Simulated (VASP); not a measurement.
Band structure of ZnF$_{2}$ (space group R3m). Level of theory: PBE GGA, VASP's PBE PAW potentials (set 64) (plane waves; VASP 6.6.1).

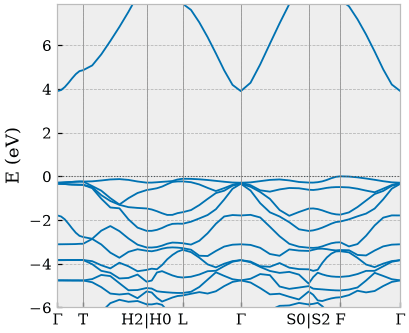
Figure. Bands along high-symmetry lines, zero at the valence-band maximum or, without a gap, the Fermi level

Question: Read the plot: is there a gap, and where are the band edges?

Answer: The gap is indirect, 3.90 eV, from the valence maximum at F to the conduction minimum at Γ.

The structure was generated: ZnF2 was put into an ordered model structure, which need not be its known phase. The cell was not relaxed at this level.
